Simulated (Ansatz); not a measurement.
# TlSe3F (built on the sites of a database entry of TlIO3): phonons and vibrational spectra, part 3 of 3

Aim: the vibrations of TlSe3F (built on the sites of a database entry of TlIO3), their spectra, and whether the structure is stable.

Ansatz 0.2.0; DFT PBEsol, scalar-relativistic, plane waves, PAW.

So far. Step 4 (Tight relaxation): The largest force component left is 0.21 meV/Å and the pressure is 0.001 GPa, within the tolerances set. The cell now holds 24.12 Å³/atom. Step 5 (Modes at Γ): Before it was imposed, the acoustic sum rule was missed by 8.5e-5 eV/Å² and the charge sum rule by 0.0071 e. Small misses are needed for a sound result but don't prove that mesh and cutoff are converged. The lowest optical mode is real, 18.9 cm⁻¹. The relaxed cell has a = 6.857, c = 8.884 Å (conventional setting).

The structure was built from a prototype and need not be the compound's stable phase.

## (6) Response at finite wavevector (continued)

The phonon density of states has structure finer than the step of the table below, so its rows give means over 20 cm⁻¹, whole bins alone (the curve runs from -57.5 to 308 cm⁻¹). Peaks (cm⁻¹: height): -37.5: 0.0750, 27.5: 0.155, 42.5: 0.171, 197.5: 0.251, 252.5: 0.0841, 287.5: 0.0753.

Tetrahedra on a 14×14×14 mesh, mean over bins of 5 cm-1. Interpolated from a 2×2×2 q mesh. Table of phonon density of states by wavenumber; means over each step:

```tsv
wavenumber (cm⁻¹)	phonon density of states (1/cm⁻¹/cell)
-40	0.0425
-20	0.0376
0	0.0209
20	0.0897
40	0.133
60	0.0868
80	0.0721
100	0.0411
120	0.0200
140	0.00250
160	0
180	0.00730
200	0.0927
220	0
240	0.0198
260	0.0302
280	0.0287
```

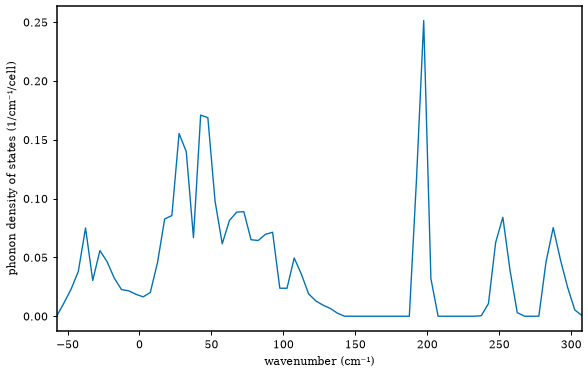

Phonon density of states against wavenumber.

The partial phonon density of states has structure finer than the step of the table below, so its rows give means over 25 cm⁻¹, whole bins alone (the curve runs from -65.4 to 327 cm⁻¹). Peaks (cm⁻¹: height): F -38.3: 0.0150, 92.5: 0.0256, 107.3: 0.0325, 196.2: 0.0198, 250.5: 0.0605; Se -38.3: 0.0405, 45.6: 0.131, 196.2: 0.188, 287.5: 0.0610; Tl 28.3: 0.103.

Phonopy on the run's constants, 11x11x11 mesh, Gaussian sigma 2.8 cm-1. Interpolated from a 2×2×2 q mesh. Partial phonon density of states against wavenumber; means over each step; values in 1/cm⁻¹/cell:

```tsv
wavenumber (cm⁻¹)	F	Se	Tl
-50	0.00789	0.0121	0.00223
-25	0.00517	0.0287	0.00964
0	0.00127	0.0110	0.00823
25	0.00597	0.0327	0.0658
50	0.00913	0.0826	0.0234
75	0.0122	0.0561	0.00820
100	0.0242	0.0191	4.4e-4
125	0.0106	0.00282	1.4e-4
150	3.3e-4	1.1e-4	4.3e-6
175	6.8e-5	7.5e-4	4.8e-7
200	0.00760	0.0715	6.6e-5
225	1.2e-4	2.5e-5	5.0e-6
250	0.0315	0.00616	0.00151
275	0.00154	0.0157	9.0e-5
300	0.00245	0.0207	1.4e-4
```

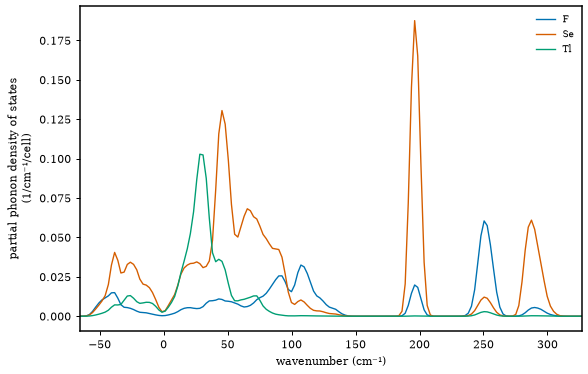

Partial phonon density of states, plotted against wavenumber.

Symmetry leaves 4 wavevectors to solve. The lowest mode among them, the acoustic zeros apart, lies at q = (0, 0, -0.5) and is imaginary, 52.3i cm⁻¹, so the energy falls along it.

## (7) Another isotope, element Se, natural mass 78.971 amu

An isotope changes the mass and not the force constants, so no new electronic calculation is needed; the shifts show which modes move this element.

The same force constants with the mass of Se changed from 78.971 to 81.917 u (phonopy, no LO-TO term). Both lists are sorted by frequency; levels can cross, so a row need not hold one and the same mode. Modes under 3 cm⁻¹ are left out. Isotope shifts, by row, the first 40 of 57 rows:

```tsv
q	rank	natural mass (cm⁻¹)	changed mass (cm⁻¹)
0 0 0	4	18.88	18.73
0 0 0	5	18.88	18.73
0 0 0	6	42.15	41.39
0 0 0	7	45.59	45.2
0 0 0	8	45.88	45.44
0 0 0	9	45.88	45.44
0 0 0	10	96.23	95.19
0 0 0	11	96.23	95.19
0 0 0	12	194.3	191.2
0 0 0	13	194.3	191.2
0 0 0	14	237.3	236.7
0 0 0	15	296.6	291.9
0 0 -0.5	1	-52.29	-51.91
0 0 -0.5	2	-14.88	-14.63
0 0 -0.5	3	19.39	19.33
0 0 -0.5	4	23.12	22.93
0 0 -0.5	5	33.96	33.9
0 0 -0.5	6	42.91	42.25
0 0 -0.5	7	47.5	46.95
0 0 -0.5	8	65.23	64.16
0 0 -0.5	9	82.34	81.04
0 0 -0.5	10	87.78	86.7
0 0 -0.5	11	113.8	113.6
0 0 -0.5	12	192.7	189.4
0 0 -0.5	13	194.2	191.1
0 0 -0.5	14	262.2	261.8
0 0 -0.5	15	280.8	275.8
0 -0.5 -0.5	1	-39.81	-39.24
0 -0.5 -0.5	2	-32.45	-32.2
0 -0.5 -0.5	3	17.51	17.35
0 -0.5 -0.5	4	28.21	28.14
0 -0.5 -0.5	5	37.42	37.36
0 -0.5 -0.5	6	39.42	38.83
0 -0.5 -0.5	7	52.33	51.51
0 -0.5 -0.5	8	67.45	66.33
0 -0.5 -0.5	9	73.17	72.37
0 -0.5 -0.5	10	82.3	80.98
0 -0.5 -0.5	11	114.8	114.6
0 -0.5 -0.5	12	197.9	194.5
0 -0.5 -0.5	13	198.9	195.7
```

A mode of this element alone would shift by -1.81 %. The highest zone-centre frequency without the field goes from 296.6 to 291.9 cm⁻¹ (-1.6 %).

## (8) Another isotope, element Tl, natural mass 204.38 amu

The same for Tl, from 204.38 to 202.97 u.

A mode of this element alone would shift by +0.35 %. The highest zone-centre frequency without the field goes from 296.6 to 296.6 cm⁻¹ (+0.0 %).

## (9) Results

| Property | Result |
| --- | --- |
| space group after relaxation (within 0.01 Å) | R3m |
| volume per atom | 24.1 Å³ |
| gap on the k-mesh | 0.279 eV |
| highest optical mode at the zone centre (no LO-TO term) | 297 cm⁻¹ |
| top of the zone-centre spectrum with the field | 310 cm⁻¹ |
| lowest optical zone-centre mode | 18.9 cm⁻¹ |
| mean high-frequency dielectric constant | 14.5 |
| mean static dielectric constant | 118 |
| largest Born charge (third of the trace) | 2.32 e |
| lowest mode on the q mesh (acoustic modes at Γ apart) | -52.3 cm⁻¹ |
| highest frequency on the path or at a solved wavevector | 310 cm⁻¹ |
| imaginary modes on the 2×2×2 q mesh | yes |

What this shows: Modes are clearly imaginary (beyond 10i cm⁻¹) at 3 of the 4 irreducible wavevectors, most at q = (0, 0, -0.5) (52.3i cm⁻¹), so this structure is not a minimum of the energy. Without the field, the optical modes at Γ span 19 to 297 cm⁻¹. The highest mode in this list at Γ, 296.6 cm⁻¹, is mostly motion of Se (88 % of the kinetic energy). With the macroscopic field of the longitudinal modes the top of the zone-centre spectrum lies at 310 cm⁻¹, against 297 cm⁻¹ without it. Lattice motion raises the mean dielectric constant from 14.53 to 118.0. The strongest infrared line is at 96 cm⁻¹. With the field response the log warns that the k mesh is coarse for the force constants too, so the frequencies may not be converged. The program warns that the interpolation holds no quadrupole term, so branches close to Γ can be off in this crystal. Spin-orbit coupling is left out, which can matter for the heavy elements here. The starting cell was built on a prototype and not taken from a measurement, so the phase need not exist. These are harmonic frequencies at zero temperature: anharmonic shifts, linewidths and thermal expansion are left out.

[Logs are printed without paths, hosts, clocks, repeated set-up lines and the standing remarks that a program may print on its own settings, such as how far it seeks lower states.]

[Hosts, paths, dates, database ids (printed as entryN), source tags and the programs' standing remarks are cut or masked in the printed files.]
